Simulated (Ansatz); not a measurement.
# Ag (Fm-3m, 1 atom in the cell): converging a phonon calculation, part 2 of 3

How do the frequencies of Ag (Fm-3m, 1 atom in the cell) move with q mesh, k mesh and cutoff?

Ansatz 0.2.0; DFT PBE, scalar-relativistic, plane waves, PAW.

So far, highest frequency on the path or at a solved wavevector (cm⁻¹): step 3 (the dispersion) 158; step 4 (q mesh 2×2×2) 158. The relaxed cell has a = 4.147 Å (conventional setting).

## 6. Another q mesh, k-mesh 24×24×24, q mesh 6×6×6

The q mesh is changed to 6×6×6, to see how far the force constants must reach; the k mesh is 24×24×24, against 20×20×20 in the base run, so that the q mesh divides it.

input.yaml

```yaml
crystal:
  lattice:
    - [0.0, 2.0737002689, 2.0737002689]
    - [2.0737002689, 0.0, 2.0737002689]
    - [2.0737002689, 2.0737002689, 0.0]
  atoms:
    - { symbol: Ag, position: [0.0, 0.0, 0.0] }
kpoints:
  mp_grid: { grid: [24, 24, 24] }
hamiltonian:
  xc: pbe
scf:
  occupations: { method: methfessel_paxton, width: 0.2 }
output:
  eigenvalues: true
phonons:
  method: dfpt
  qmesh: [6, 6, 6]
  temperatures: { t_max: 1000, t_step: 50 }
  qpath:
    path:
      - [[0.0, 0.0, 0.0], [0.5, 0.0, 0.5], [0.625, 0.25, 0.625]]
      - [[0.375, 0.375, 0.75], [0.0, 0.0, 0.0], [0.5, 0.5, 0.5], [0.5, 0.25, 0.75], [0.5, 0.0, 0.5]]
    npoints: 10
```

The run is started by

```sh
> ansatz run input.yaml --threads 4 --pin off --max-ram 7168MiB --backend cpu --events-out ev --progress --plain --runs-dir out
```

Numbers of over 12 decimals in the logs are rounded to 6 here.

Log:

```text
Engine: ansatz 0.2.0, aarch64-unknown-linux-gnu
Pseudopotentials: kind: paw
Pseudopotential: Ag, paw, valence charge 19, recommended cutoff 420 eV (normal), Ag.paw.azcp
Functional definition: PBE
  parameter kappa = 0.804
  parameter beta = 0.066725
  exchange = pbe_x(kappa = kappa, mu = beta*pi^2/3)
  correlation = pbe_c(beta = beta)
Crystal: 1 atoms, lattice volume = 17.835 Å³
Basis set: ecut = 420 eV, 339 PW (Γ), exchange–correlation on 40×40×40 points (8 copies of the dense FFT grid, shifted against one another)
Bands: 14, of which v1, the nominal top of the filled ones, is band 10 counted from 1 (9 counted from 0)
Symmetry: 48 space group operations
k-points: 413 of 13824
Non-local potential: Ag, projectors of the file, l = 0: 3, l = 1: 2, l = 2: 2, l = 3: 1
PAW form: soft (Blöchl's): semilocal exchange-correlation on the pseudo side does not see the compensation charge
PAW one-centre angular grid: Ag, 590 points (default); XC on 64 Gauss nodes
Initial density: superposition of atomic densities (neutral atoms: chi_scale 0, normalization atom), corrected by the library's trained network
Initial wavefunctions: pseudopotential atomic-orbital guess
Functional: x = pbe(κ = 0.804, μ = 0.219515), c = pbe(β = 0.066725)
SCF iter   1: F=—  HF=-7590.554841 eV  |F-HF|=—  |Δ(HF+E_count)|=         —  Δρ=7.91e-4  dr2=1.95e-5  ethr=1.77e-3  ⟨swp⟩=4.0  Hψ=27415  notcnv=0
preconditioner: auto → none  [metal: Δε(μ)=0.028 eV  Ē_g=15.807 eV  σ=0.200 eV  W_gap=0.12  n_scr=8 (ndim 8)  ℏωp=29.2 eV  f_vac=0.000  D(μ)=0.19/eV (n_scr^D=0)  sad-step TF]
SCF iter   2: F=—  HF=-7590.555045 eV  |F-HF|=—  |Δ(HF+E_count)|=   2.04e-4  S|Δr|=    0.00e0  Δρ=4.30e-4  dr2=5.11e-6  ethr=1.02e-7  ⟨swp⟩=2.1  Hψ=13108  notcnv=0
SCF iter   3: F=—  HF=-7590.555087 eV  |F-HF|=—  |Δ(HF+E_count)|=   4.17e-5  S|Δr|=    0.00e0  Δρ=6.78e-5  dr2=3.62e-7  ethr=2.69e-8  ⟨swp⟩=2.0  Hψ=7967  notcnv=0
SCF iter   4: F=—  HF=-7590.555079 eV  |F-HF|=—  |Δ(HF+E_count)|=   8.33e-6  S|Δr|=    0.00e0  Δρ=2.21e-5  dr2=6.42e-8  ethr=1.91e-9  ⟨swp⟩=2.9  Hψ=9682  notcnv=0
SCF iter   5: F=—  HF=-7590.555079 eV  |F-HF|=—  |Δ(HF+E_count)|=   3.69e-9  S|Δr|=    0.00e0  Δρ=5.35e-6  dr2=3.12e-9  ethr=3.38e-10  ⟨swp⟩=2.5  Hψ=9310  notcnv=0
SCF iter   6: F=—  HF=-7590.555079 eV  |F-HF|=—  |Δ(HF+E_count)|=  8.18e-10  S|Δr|=    0.00e0  Δρ=5.30e-7  dr2=2.56e-11  ethr=1.64e-11  ⟨swp⟩=2.4  Hψ=8857  notcnv=0
SCF iter   7: F=-7590.555079 eV  HF=-7590.555079 eV  |F-HF|=1.82e-12  |Δ(HF+E_count)|=  1.27e-11  S|Δr|=    0.00e0  Δρ=3.79e-8  dr2=8.79e-14  ethr=1.00e-12  ⟨swp⟩=5.9  Hψ=23043  notcnv=0
SCF 1 converged in 7 iterations: F = -7590.555079 eV  dr2 = 8.79e-14
[...]
NSCF: frozen V_eff on 413 k-points
NSCF: frozen V_eff on 1063 k-points
DFPT response loops at q = (0, 0, 0) (fractional): preconditioner auto → Kerker (q_TF=auto, 2.757 Å⁻¹) (partly filled bands, converged f_vac=0.000); β = 1.00, the filter's whole step (`scf.mixing.beta` (0.50) is not read by the response loops under this deck's `scf.mixing.preconditioner`; to damp them name `kerker` or `kerker_dos`, under which they read `scf.mixing.beta`, and type it under 1.00, their step now; both keys bind the ground state too); Broyden in place of MSR1
NSCF: frozen V_eff on 14400 k-points
DFPT response loops at q = (0, 0, 0.166667) (fractional): mixed as the last ones told, above
NSCF: frozen V_eff on 14400 k-points
DFPT response loops at q = (0, 0, 0.333333) (fractional): mixed as the last ones told, above
NSCF: frozen V_eff on 7228 k-points
DFPT response loops at q = (0, 0, -0.5) (fractional): mixed as the last ones told, above
NSCF: frozen V_eff on 7512 k-points
DFPT response loops at q = (0, 0.166667, 0.166667) (fractional): mixed as the last ones told, above
NSCF: frozen V_eff on 27648 k-points
DFPT response loops at q = (0, 0.166667, 0.333333) (fractional): mixed as the last ones told, above
phonons.qmesh, q = [0.0000, 0.1667, 0.3333]: its response loops start from zero, take more passes and end by a threshold: the memory limit or budget leaves too little room for the subspace of the ground state's own states beside the solves, or none could be made (phonons.method)
NSCF: frozen V_eff on 27648 k-points
DFPT response loops at q = (0, 0.166667, -0.5) (fractional): mixed as the last ones told, above
phonons.qmesh, q = [0.0000, 0.1667, -0.5000]: its response loops start from zero, take more passes and end by a threshold: the memory limit or budget leaves too little room for the subspace of the ground state's own states beside the solves, or none could be made (phonons.method)
[...]
DFPT response loops at q = (0, 0.166667, -0.333333) (fractional): mixed as the last ones told, above
phonons.qmesh, q = [0.0000, 0.1667, -0.3333]: its response loops start from zero, take more passes and end by a threshold: the memory limit or budget leaves too little room for the subspace of the ground state's own states beside the solves, or none could be made (phonons.method)
[...]
DFPT response loops at q = (0, 0.166667, -0.166667) (fractional): mixed as the last ones told, above
[...]
DFPT response loops at q = (0, 0.333333, 0.333333) (fractional): mixed as the last ones told, above
[...]
DFPT response loops at q = (0, 0.333333, -0.5) (fractional): mixed as the last ones told, above
phonons.qmesh, q = [0.0000, 0.3333, -0.5000]: its response loops start from zero, take more passes and end by a threshold: the memory limit or budget leaves too little room for the subspace of the ground state's own states beside the solves, or none could be made (phonons.method)
NSCF: frozen V_eff on 14400 k-points
DFPT response loops at q = (0, 0.333333, -0.333333) (fractional): mixed as the last ones told, above
NSCF: frozen V_eff on 3926 k-points
DFPT response loops at q = (0, -0.5, -0.5) (fractional): mixed as the last ones told, above
NSCF: frozen V_eff on 14400 k-points
DFPT response loops at q = (0.166667, 0.333333, -0.5) (fractional): mixed as the last ones told, above
NSCF: frozen V_eff on 27648 k-points
DFPT response loops at q = (0.166667, 0.333333, -0.333333) (fractional): mixed as the last ones told, above
phonons.qmesh, q = [0.1667, 0.3333, -0.3333]: its response loops start from zero, take more passes and end by a threshold: the memory limit or budget leaves too little room for the subspace of the ground state's own states beside the solves, or none could be made (phonons.method)
```

It took 37 min on 4 threads of Arm Neoverse N1, shared host; peak memory 5 GiB.

The run was cut off at the time limit after its SCF cycle had converged; no result of it is taken.

The program's message: “Warning: RAYON”

## 7. Another k mesh, k-mesh 6×6×6, q mesh 2×2×2

The k mesh is changed to 6×6×6 on a small fixed q mesh, to find the coarsest that serves.

Changes to input.yaml since step 6:

```diff
@@ -8,3 +8,3 @@
 kpoints:
-  mp_grid: { grid: [24, 24, 24] }
+  mp_grid: { grid: [6, 6, 6] }
 hamiltonian:
@@ -17,3 +17,3 @@
   method: dfpt
-  qmesh: [6, 6, 6]
+  qmesh: [2, 2, 2]
   temperatures: { t_max: 1000, t_step: 50 }
```

Log:

```text
[...]
Crystal: 1 atoms, lattice volume = 17.835 Å³
Basis set: ecut = 420 eV, 339 PW (Γ), exchange–correlation on 40×40×40 points (8 copies of the dense FFT grid, shifted against one another)
Bands: 14, of which v1, the nominal top of the filled ones, is band 10 counted from 1 (9 counted from 0)
Symmetry: 48 space group operations
k-points: 16 of 216
[...]
SCF iter   1: F=—  HF=-7590.488376 eV  |F-HF|=—  |Δ(HF+E_count)|=         —  Δρ=8.23e-4  dr2=2.86e-5  ethr=1.77e-3  ⟨swp⟩=4.0  Hψ=1056  notcnv=0
[...]
SCF iter   7: F=-7590.488622 eV  HF=-7590.488622 eV  |F-HF|=3.64e-12  |Δ(HF+E_count)|=  5.46e-12  S|Δr|=    0.00e0  Δρ=1.08e-7  dr2=1.61e-12  ethr=1.00e-12  ⟨swp⟩=3.6  Hψ=960  notcnv=0
SCF 1 converged in 7 iterations: F = -7590.488622 eV  dr2 = 1.61e-12
[...]
SCF converged after 7 iterations
[...]
Free energy (F): -7590.488622 eV
[...]
Internal energy: -7590.484084 eV  (E = F + TS)
E sigma→0 (E₀):  -7590.487487 eV
Entropy (-TS):   -0.004538 eV (-4.538 meV/atom)
Fermi energy:    16.179617 eV
[...]
--- Band table (eV; the first three rows and the last of 16) ---
  k-point 0: bands = [... 6 lower, 11.7407, 11.7407, 12.7001, 12.7001, 32.1599, 35.4831, 35.4831, 35.4831]
  k-point 1: bands = [... 6 lower, 11.9044, 11.9044, 12.6766, 12.6766, 30.2715, 32.9895, 35.6166, 35.6166]
  k-point 2: bands = [... 6 lower, 11.8454, 13.0922, 13.0922, 13.1895, 24.0471, 32.1060, 34.7053, 34.7053]
  k-point 15: bands = [... 6 lower, 12.3175, 12.9337, 13.6319, 20.2410, 22.9248, 24.1580, 24.8387, 35.8873]
[...]
ASR residual: 2.042e-5 → 0.000e0 eV/Å²; symmetrization residual: 2.393e-12 eV/Å²
  ASR residual per site (eV/Å²): 2.04e-5
  Γ frequencies (cm⁻¹): 0.00 0.00 0.00
--- Phonons (arbitrary-q DFPT): 3 irreducible q on the 2×2×2 mesh ---
[...]
interpolated dispersion: 62 rows × 3 modes
[...]
```

It took 2.8 s on 4 threads; peak memory 0.34 GiB.

The run finished; it serves as a test, and its numbers are not taken as the result.

## 8. Another k mesh, k-mesh 10×10×10, q mesh 2×2×2

The k mesh is changed to 10×10×10 on a small fixed q mesh, to find the coarsest that serves.

Changes to input.yaml since step 7:

```diff
@@ -8,3 +8,3 @@
 kpoints:
-  mp_grid: { grid: [6, 6, 6] }
+  mp_grid: { grid: [10, 10, 10] }
 hamiltonian:
```

Log:

```text
[...]
Crystal: 1 atoms, lattice volume = 17.835 Å³
Basis set: ecut = 420 eV, 339 PW (Γ), exchange–correlation on 40×40×40 points (8 copies of the dense FFT grid, shifted against one another)
Bands: 14, of which v1, the nominal top of the filled ones, is band 10 counted from 1 (9 counted from 0)
Symmetry: 48 space group operations
k-points: 47 of 1000
[...]
SCF iter   1: F=—  HF=-7590.540042 eV  |F-HF|=—  |Δ(HF+E_count)|=         —  Δρ=7.89e-4  dr2=2.12e-5  ethr=1.77e-3  ⟨swp⟩=4.0  Hψ=3113  notcnv=0
[...]
SCF iter   6: F=-7590.540310 eV  HF=-7590.540310 eV  |F-HF|=6.37e-12  |Δ(HF+E_count)|=  2.50e-10  S|Δr|=    0.00e0  Δρ=3.33e-7  dr2=4.14e-12  ethr=1.00e-12  ⟨swp⟩=6.0  Hψ=2760  notcnv=0
SCF 1 converged in 6 iterations: F = -7590.540310 eV  dr2 = 4.14e-12
[...]
SCF converged after 6 iterations
[...]
Free energy (F): -7590.540310 eV
[...]
Internal energy: -7590.541938 eV  (E = F + TS)
E sigma→0 (E₀):  -7590.540717 eV
Entropy (-TS):   0.001629 eV (1.629 meV/atom)
Fermi energy:    16.294144 eV
[...]
--- Band table (eV; the first three rows and the last of 47) ---
  k-point 0: bands = [... 6 lower, 11.7430, 11.7430, 12.7023, 12.7023, 32.1596, 35.4834, 35.4834, 35.4834]
  k-point 1: bands = [... 6 lower, 11.8187, 11.8187, 12.6774, 12.6774, 31.9934, 33.5577, 35.5655, 35.5655]
  k-point 2: bands = [... 6 lower, 11.9330, 11.9330, 12.7124, 12.7124, 29.0550, 32.9165, 35.5828, 35.5828]
  k-point 46: bands = [... 6 lower, 11.9728, 12.8055, 13.6347, 20.9807, 22.9905, 23.3610, 24.5141, 36.8646]
[...]
ASR residual: 3.150e-5 → 0.000e0 eV/Å²; symmetrization residual: 3.547e-11 eV/Å²
  ASR residual per site (eV/Å²): 3.15e-5
  Γ frequencies (cm⁻¹): 0.00 0.00 0.00
--- Phonons (arbitrary-q DFPT): 3 irreducible q on the 2×2×2 mesh ---
[...]
interpolated dispersion: 62 rows × 3 modes
[...]
```

The job ended after 7.6 s (4 threads; peak memory 0.44 GiB; 28 s of CPU time).

The run finished; it serves as a test, and its numbers are not taken as the result.

## 9. Another k mesh, k-mesh 16×16×16, q mesh 2×2×2

The k mesh is changed to 16×16×16 on a small fixed q mesh, to find the coarsest that serves.

Changes to input.yaml since step 8:

```diff
@@ -8,3 +8,3 @@
 kpoints:
-  mp_grid: { grid: [10, 10, 10] }
+  mp_grid: { grid: [16, 16, 16] }
 hamiltonian:
```

Log:

```text
[...]
Crystal: 1 atoms, lattice volume = 17.835 Å³
Basis set: ecut = 420 eV, 339 PW (Γ), exchange–correlation on 40×40×40 points (8 copies of the dense FFT grid, shifted against one another)
Bands: 14, of which v1, the nominal top of the filled ones, is band 10 counted from 1 (9 counted from 0)
Symmetry: 48 space group operations
k-points: 145 of 4096
[...]
k-point 144: bands = [... 6 lower, 11.4936, 12.7112, 13.6311, 22.1527, 22.1527, 23.0436, 24.3078, 38.4509]
[...]
ASR residual: 1.758e-4 → 0.000e0 eV/Å²; symmetrization residual: 2.789e-11 eV/Å²
  ASR residual per site (eV/Å²): 1.76e-4
  Γ frequencies (cm⁻¹): 0.00 0.00 0.00
--- Phonons (arbitrary-q DFPT): 3 irreducible q on the 2×2×2 mesh ---
[...]
interpolated dispersion: 62 rows × 3 modes
[...]
[key lines of the parts left out:]
SCF converged after 7 iterations
Free energy (F): -7590.554968 eV
Fermi energy:    16.321034 eV
```

The job ended after 26 s (4 threads; peak memory 0.84 GiB; 97 s of CPU time).

Frequencies (cm⁻¹) solved at each irreducible wavevector; negative means imaginary. Frequencies by wavevector, by row:

| q in reciprocal lattice units | star | mode 1 | mode 2 | mode 3 |
| --- | --- | --- | --- | --- |
| 0 0 0 | 1 | 0 | 0 | 0 |
| 0 0 -0.5 | 4 | 70.6 | 70.6 | 157.7 |
| 0 -0.5 -0.5 | 3 | 105.2 | 105.2 | 156 |

Against step 4 (now k-mesh 16×16×16), the highest frequency on the path or at a solved wavevector stays at 158 cm⁻¹. The highest frequency on the path or at a solved wavevector moves by under 1 % between these two settings.

## 10. Another k mesh, q mesh 2×2×2

The k mesh is changed to 20×20×20 on a small fixed q mesh, to find the coarsest that serves.

Changes to input.yaml since step 9:

```diff
@@ -8,3 +8,3 @@
 kpoints:
-  mp_grid: { grid: [16, 16, 16] }
+  mp_grid: { grid: [20, 20, 20] }
 hamiltonian:
```

Log:

```text
[...]
Crystal: 1 atoms, lattice volume = 17.835 Å³
Basis set: ecut = 420 eV, 339 PW (Γ), exchange–correlation on 40×40×40 points (8 copies of the dense FFT grid, shifted against one another)
Bands: 14, of which v1, the nominal top of the filled ones, is band 10 counted from 1 (9 counted from 0)
Symmetry: 48 space group operations
k-points: 256 of 8000
[...]
k-point 255: bands = [... 6 lower, 11.4930, 12.7104, 13.6303, 22.1525, 22.1525, 23.0434, 24.3077, 38.4507]
[...]
ASR residual: 1.127e-4 → 0.000e0 eV/Å²; symmetrization residual: 1.122e-11 eV/Å²
  ASR residual per site (eV/Å²): 1.13e-4
  Γ frequencies (cm⁻¹): 0.00 0.00 0.00
--- Phonons (arbitrary-q DFPT): 3 irreducible q on the 2×2×2 mesh ---
[...]
interpolated dispersion: 62 rows × 3 modes
[...]
[key lines of the parts left out:]
SCF converged after 7 iterations
Free energy (F): -7590.555925 eV
Fermi energy:    16.366988 eV
```

It took 48 s on 4 threads; peak memory 1.3 GiB; 3 min of CPU time.

## 11. Another k mesh, k-mesh 30×30×30, q mesh 2×2×2

The k mesh is changed to 30×30×30 on a small fixed q mesh, to find the coarsest that serves.

Changes to input.yaml since step 10:

```diff
@@ -8,3 +8,3 @@
 kpoints:
-  mp_grid: { grid: [20, 20, 20] }
+  mp_grid: { grid: [30, 30, 30] }
 hamiltonian:
```

Log:

```text
[...]
Crystal: 1 atoms, lattice volume = 17.835 Å³
Basis set: ecut = 420 eV, 339 PW (Γ), exchange–correlation on 40×40×40 points (8 copies of the dense FFT grid, shifted against one another)
Bands: 14, of which v1, the nominal top of the filled ones, is band 10 counted from 1 (9 counted from 0)
Symmetry: 48 space group operations
k-points: 752 of 27000
[...]
k-point 751: bands = [... 6 lower, 11.6436, 12.7202, 13.6291, 21.7549, 22.5531, 23.0361, 24.3314, 37.9061]
[...]
ASR residual: 1.179e-4 → 0.000e0 eV/Å²; symmetrization residual: 4.214e-11 eV/Å²
  ASR residual per site (eV/Å²): 1.18e-4
  Γ frequencies (cm⁻¹): 0.00 0.00 0.00
--- Phonons (arbitrary-q DFPT): 3 irreducible q on the 2×2×2 mesh ---
[...]
interpolated dispersion: 62 rows × 3 modes
[...]
[key lines of the parts left out:]
SCF converged after 7 iterations
Free energy (F): -7590.553552 eV
Fermi energy:    16.432301 eV
```

Run time: 2.6 min. Hardware: 4 threads; peak memory 3.7 GiB.

Frequencies (cm⁻¹) solved at each irreducible wavevector; negative means imaginary. Frequencies by wavevector, by row:

| q in reciprocal lattice units | star | mode 1 | mode 2 | mode 3 |
| --- | --- | --- | --- | --- |
| 0 0 0 | 1 | 0 | 0 | 0 |
| 0 0 -0.5 | 4 | 70.9 | 70.9 | 159.2 |
| 0 -0.5 -0.5 | 3 | 105.3 | 105.3 | 155.3 |

Against step 4 (now k-mesh 30×30×30), the highest frequency on the path or at a solved wavevector goes from 158 to 159 cm⁻¹. The highest frequency on the path or at a solved wavevector moves by under 1 % between these two settings.

## 12. The series together

Times are for 4 threads of Arm Neoverse N1, shared host. The series side by side:

| no. | k-mesh | lowest mode on the q mesh (acoustic modes at Γ apart) (cm⁻¹) | highest frequency on the path or at a solved wavevector (cm⁻¹) | time | memory (GiB) |
| --- | --- | --- | --- | --- | --- |
| 1 | 16×16×16 | 70.64 | 157.7 | 26 s | 0.84 |
| 2 | 20×20×20 | 70.83 | 158 | 48 s | 1.3 |
| 3 | 30×30×30 | 70.92 | 159.2 | 2.6 min | 3.7 |

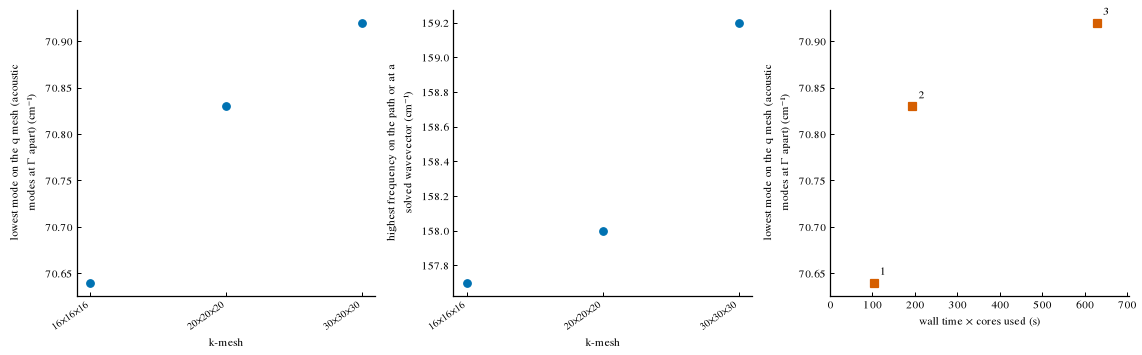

The series as plots; the last panel sets the first result against cost, with the runs numbered as in the table.

The phonon density of states has structure finer than the step of the table below, so its rows give means over 10 cm⁻¹, whole bins alone (the curve runs from 1 to 159 cm⁻¹). Peaks (cm⁻¹: height): 16×16×16 103.0: 0.0400, 145.0: 0.0541; 20×20×20 103.0: 0.0399, 145.0: 0.0542; 30×30×30 103.0: 0.0397, 145.0: 0.0544.

The runs together. Table of phonon density of states by wavenumber; means over each step; values in 1/cm⁻¹/cell:

```
wavenumber (cm⁻¹)  16×16×16  20×20×20  30×30×30
               10    2.5e-4    2.5e-4    2.5e-4
               20   0.00110   0.00109   0.00109
               30   0.00259   0.00257   0.00256
               40   0.00490   0.00486   0.00485
               50   0.00840   0.00833   0.00831
               60    0.0141    0.0139    0.0139
               70    0.0264    0.0262    0.0261
               80    0.0338    0.0338    0.0338
               90    0.0366    0.0366    0.0364
              100    0.0383    0.0384    0.0383
              110    0.0237    0.0238    0.0239
              120    0.0217    0.0217    0.0216
              130    0.0167    0.0167    0.0165
              140    0.0409    0.0405    0.0399
              150    0.0289    0.0293    0.0298
```

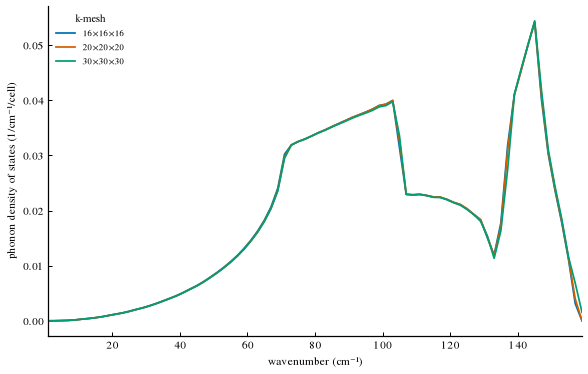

Phonon density of states, plotted against wavenumber.

The runs together, line C_V. C_V against temperature; values in J/mol-atom/K:

| temperature (K) | 16×16×16 = 20×20×20 | 30×30×30 |
| --- | --- | --- |
| 0 | 0 | 0 |
| 50 | 12.8 | 12.8 |
| 100 | 20.6 | 20.6 |
| 150 | 22.9 | 22.9 |
| 200 | 23.7 | 23.7 |
| 250 | 24.2 | 24.2 |
| 300 | 24.4 | 24.4 |
| 350 | 24.5 | 24.5 |
| 400 | 24.6 | 24.6 |
| 450 | 24.7 | 24.7 |
| 500 | 24.7 | 24.7 |
| 550 | 24.8 | 24.8 |
| 600 | 24.8 | 24.8 |
| 650 | 24.8 | 24.8 |
| 700 | 24.8 | 24.8 |
| 750 | 24.9 | 24.9 |
| 800 | 24.9 | 24.9 |
| 850 | 24.9 | 24.9 |
| 900 | 24.9 | 24.9 |
| 950 | 24.9 | 24.9 |
| 1000 | 24.9 | 24.9 |

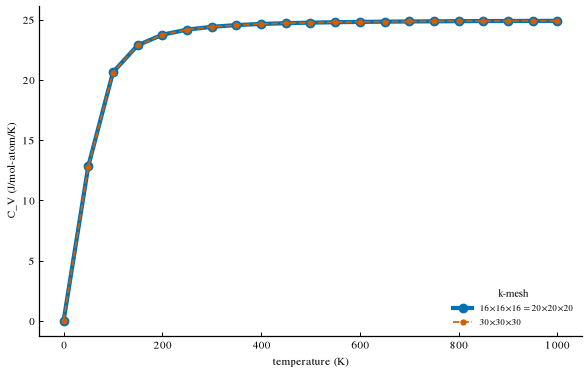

C_V, plotted against temperature.

(Continued in part 3 of 3.)

[Logs are printed without paths, hosts, clocks, repeated set-up lines and the standing remarks that a program may print on its own settings, such as how far it seeks lower states.]

[Hosts, paths, dates, database ids (printed as entryN), source tags and the programs' standing remarks are cut or masked in the printed files.]
